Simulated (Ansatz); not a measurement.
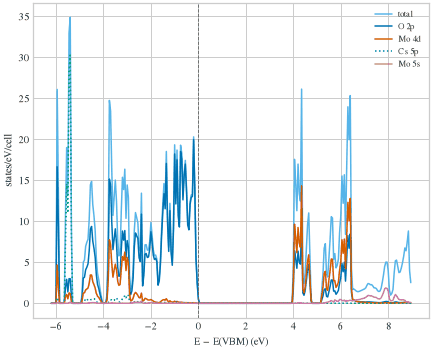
Figure: Total and projected density of states of CsAlMo₂O₈ in space group P-3m1 (No. 164; Pearson symbol hP12), plane-wave PAW PBEsol (Ansatz code)

Question: Which orbitals carry the states next to the gap?

Answer: Top 1 eV of the valence band: O 2p 97 %. Bottom 1 eV of the conduction band: Mo 4d 55 %, O 2p 39 %. Projections are on Löwdin-orthogonalised atomic valence shells; empty p or d shells of many metals are not among them.

Question: Where is the tallest occupied peak in this window, and what makes it?

Answer: Near -5.4 eV, about 35 states/eV per cell; the largest projected share is Cs 5p.

The workflow started from a Materials Project entry (that database holds measured and hypothetical structures alike); the Crystallography Open Database files this formula in space group No. 164, but the cells were not matched. Whether it is the stable phase at ambient conditions was not checked. The PBEsol relaxation kept the symmetry of its start; whether a distortion lowers the energy is not shown. The run is not spin-polarised. No Hubbard U is applied. Scalar-relativistic: spin–orbit coupling is off unless named, which matters more the heavier the elements.

Potentials: the later of the program's two PAW sets.
